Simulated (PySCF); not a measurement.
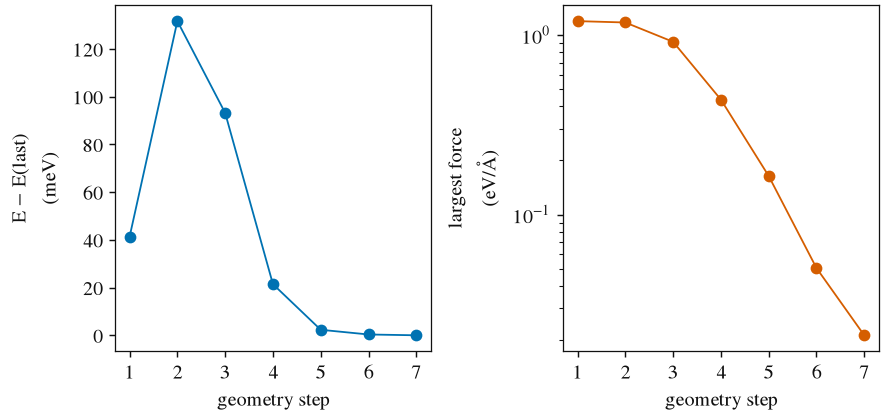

History of a geometry optimisation.

System: C₄H₂ClF (SMILES C#C/C(Cl)=C\F).
Method: PBE0-D3(BJ)/def2-SVP, geometry optimisation (PySCF).

Question: How did it end, and what did it gain?

Answer: The optimisation met its thresholds at geometry 7, counting the start as the first. The energy fell by about 41 meV from the first step to the last, with a rise at step 2. The largest force goes from about 1.2 eV/Å at the start to 0.021 eV/Å at the end.

Question: By which step was nine tenths of the energy gained?

Answer: By step 5 of 7.
